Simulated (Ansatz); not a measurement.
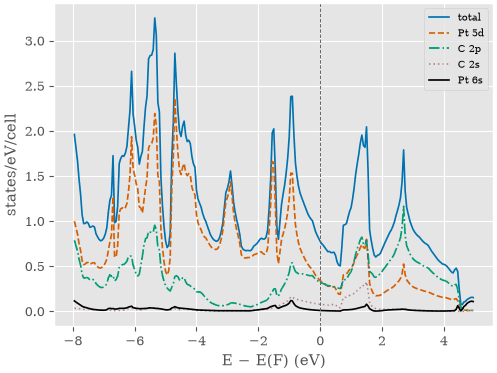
Fig. 1. Total and projected density of states of PtC in space group P-6m2 (No. 187; Pt on 1a, C on 1d), r²SCAN (plane waves, PAW; program Ansatz)

### Question
Which orbitals carry the states next to the Fermi level?

### Answer
Within 0.5 eV of the Fermi level: Pt 5d 45 %, C 2p 40 %, C 2s 10 %. Projections are on Löwdin-orthogonalised atomic valence shells; empty p or d shells of many metals are not among them.

### Question
Where is the tallest occupied peak in this window, and what makes it?

### Answer
Near -5.3 eV, about 3.3 states/eV per cell; the largest projected share is Pt 5d.

The start of the workflow was typed in or built on a structure type; neither database checked (COD, Materials Project) lists it. Whether it is the stable phase at ambient conditions was not checked. The cell was relaxed with r²SCAN under the symmetry of its start; whether a distortion lowers the energy is not shown. The run is not spin-polarised. Its formation energy is positive at this level, so the cell may be metastable or incomplete. Spin–orbit coupling is left out wherever it is not named.

Potentials: the earlier of the program's two PAW sets.
